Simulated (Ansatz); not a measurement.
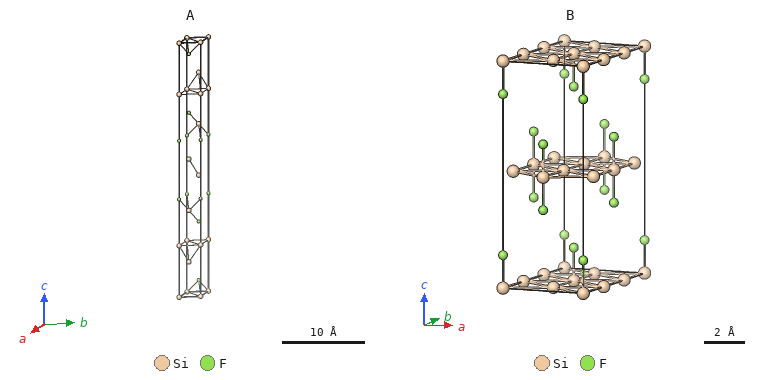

Two structures of Si3F2, each relaxed to rest (conventional cells in solid outline, small ones repeated, not to one scale). Method: DFT PBE, scalar-relativistic, plane waves, PAW in Ansatz 0.2.0, without spin polarisation.

What are the two structures?

Answer. A: 15 atoms a cell on a rhombohedral (trigonal R) lattice, R-3m. B: 20 atoms a cell on a face-centred orthorhombic lattice, Fmmm.

A or B: which is lower in energy?

Answer. B is lower, by 198 meV/atom at this level of theory (energies at zero smearing). Volumes: A 13.3, B 20.1 Å³/atom.

One or both may be structure types tried for this composition rather than known phases.
